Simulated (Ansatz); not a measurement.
The relaxed structure here is a generated cell of GaAs: the first start was made by placing the elements on the sites of a structure type, and the end was not matched to a known phase here, so it may be hypothetical. Known forms of GaAs include space group No. 216.

The end point of a relaxation of GaAs. Space group P6₃/mmc (No. 194). Computed with r2SCAN (plane waves to 500 eV, PAW, scalar-relativistic; Ansatz, a quantum-chemistry and plane-wave program).

```cif
data_As4Ga4
_chemical_formula_sum 'Ga4 As4'
_space_group_name_H-M_alt 'P 1'
_space_group_IT_number 1
_cell_length_a 4.00623
_cell_length_b 4.00623
_cell_length_c 13.29542
_cell_angle_alpha 90.000
_cell_angle_beta 90.000
_cell_angle_gamma 120.000
loop_
_space_group_symop_operation_xyz
  'x, y, z'
loop_
_atom_site_label
_atom_site_type_symbol
_atom_site_fract_x
_atom_site_fract_y
_atom_site_fract_z
_atom_site_occupancy
Ga1 Ga 0.66667 0.33333 0.15706 1
Ga2 Ga 0.33333 0.66667 0.65706 1
Ga3 Ga 0.33333 0.66667 0.84294 1
Ga4 Ga 0.66667 0.33333 0.34294 1
As1 As 0.00000 0.00000 0.59170 1
As2 As 0.00000 0.00000 0.09170 1
As3 As 0.00000 0.00000 0.40830 1
As4 As 0.00000 0.00000 0.90830 1
```

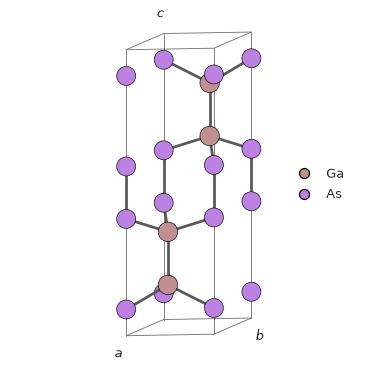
Figure: The conventional cell of the relaxed structure

| Item | Value |
|---|---|
| Volume per atom | 23.10 Å³ |
| Band gap | 0.51 eV, indirect (valence top at Γ, conduction bottom at M) (no spin-orbit coupling) |
| Smallest direct gap | 0.76 eV at Γ |
| Shortest distances | As–As 2.44 Å; As–Ga 2.47 Å; Ga–Ga 2.47 Å |
| k-mesh | 10×10×3 |

Band energies at high-symmetry points (eV from the VBM; labels of this space group; no spin-orbit coupling), from −5 eV up to 3.5 eV:

```csv
point,energies
Γ,-4.83 -4.44 -1.69 -1.69 -1.45 -1.45 -0.47 -0.47 -0.38 0.00 0.00 0.76 1.13 1.24 1.90 2.96
M,-4.56 -3.46 -3.08 -2.84 -2.71 -1.99 -1.36 -0.83 0.51 1.44 1.60 1.99 2.66
K,-4.40 -4.40 -4.24 -3.60 -3.60 -3.27 -1.51 -1.51 0.89 3.26 3.26
A,-2.30 -2.30 -1.59 -1.59 -1.59 -1.59 -0.22 -0.22 -0.22 -0.22 0.90 0.90 2.20 2.20
L,-4.11 -4.11 -2.93 -2.93 -1.88 -1.88 -1.64 -1.64 1.31 1.31 1.86 1.86 2.86 2.86
H,-4.21 -4.21 -3.86 -3.86 -3.81 -3.81 -1.34 -1.34 2.00 2.00 2.43 2.43
```

No spin polarisation in the result.

It was reached from a disturbed copy of a P6₃/mmc (No. 194) cell, against which it lies -0.28 eV/atom.
